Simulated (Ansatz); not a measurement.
# CHBeN (SMILES [BeH][C]#N): what the fields show

```yaml
atoms:
  - { symbol: C, position_ang: [0.0000, 0.0000, -0.8665] }
  - { symbol: Be, position_ang: [0.0000, 0.0000, 0.7930] }
  - { symbol: N, position_ang: [0.0000, 0.0000, -2.0424] }
  - { symbol: H, position_ang: [0.0000, 0.0000, 2.1159] }
```

Geometry: BLYP-D3(BJ)/def2-SVP.

The calculation used isolated molecule in a Gaussian basis; Kohn-Sham density functional theory, functional PBE0 in Ansatz.

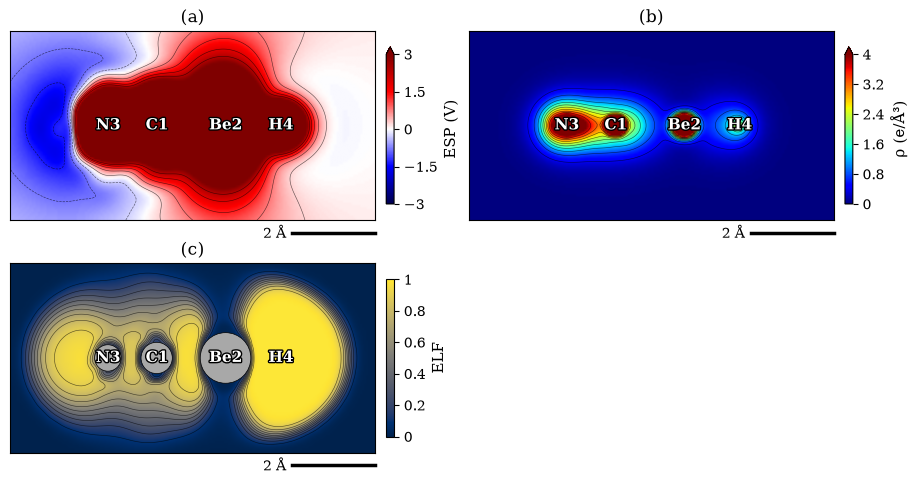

Figure 1. (a) electrostatic potential; (b) total electron density; (c) electron localisation function on a plane that holds the molecular axis. Grey discs cover the atomic cores in the ELF map.

Read the bonding off the picture.

Answer.
- Atoms in the plane: C, Be, N and H.
- C–N (1.18 Å): ρ is about 3.6 e/Å³ halfway; the ELF peaks at about 0.85 between the atoms: a multiple bond.
- C–Be (1.66 Å): ρ is about 1 e/Å³ halfway; the ELF peaks at about 1 between the atoms, as expected for a shared but strongly polarised pair.
- Be–H (1.32 Å): ρ is about 0.71 e/Å³ halfway; the ELF climbs to about 1 towards the hydrogen.
- The ELF also peaks beside N3, away from the bonds: lone-pair regions.
- Outside the dense part of the molecule the potential is most negative (−1.7 V) near N3.

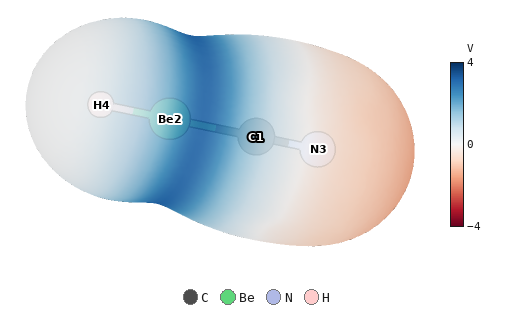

Figure 2. The electrostatic potential painted on the density surface at 0.002 e/bohr³, seen at a tilt; the colour scale runs from red (negative) to blue (positive).

Describe the electrostatic potential map.

Answer. The most negative region (about −1.6 V) lies over N3, the most positive (about +3.2 V) over Be2. N3 is the likeliest acceptor of a hydrogen bond.

How polar is the molecule by this calculation?

Answer. Its dipole moment is 2.59 D.

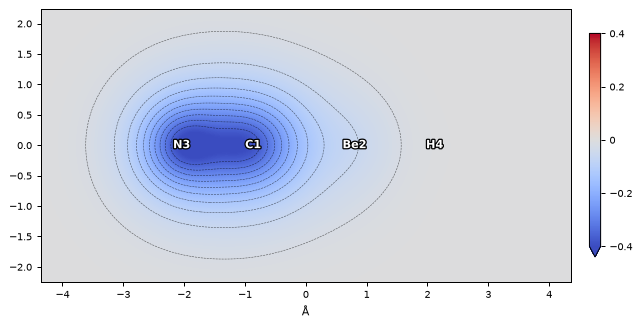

Figure 3. The HOMO−1 on a plane 0.8 Å above a plane that holds the molecular axis (values in Å⁻³ᐟ²; the overall sign is arbitrary).

What is the character of this orbital?

Answer. It lies mainly on N3 (about 50 %) and C1 (about 45 %); π-bonding across N3–C1. It is one of a degenerate set, so its orientation is arbitrary. Its energy is −10.07 eV.

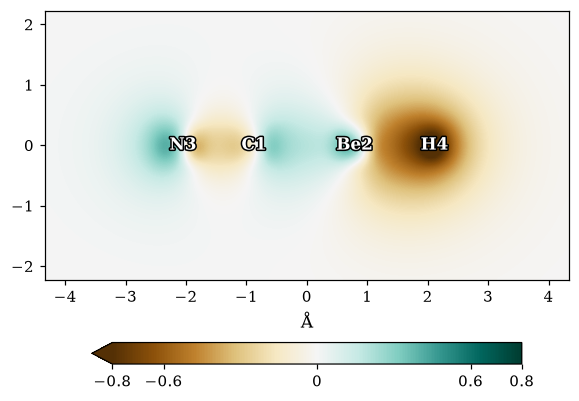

Figure 4. The HOMO on a plane that holds the molecular axis (values in Å⁻³ᐟ²; the overall sign is arbitrary).

Describe this orbital and give its energy.

Answer. By Hirshfeld shares it lies mainly on H4 (about 50 %), Be2 (about 35 %) and N3 (about 5 %); it is of σ type. Its energy is −10.00 eV.
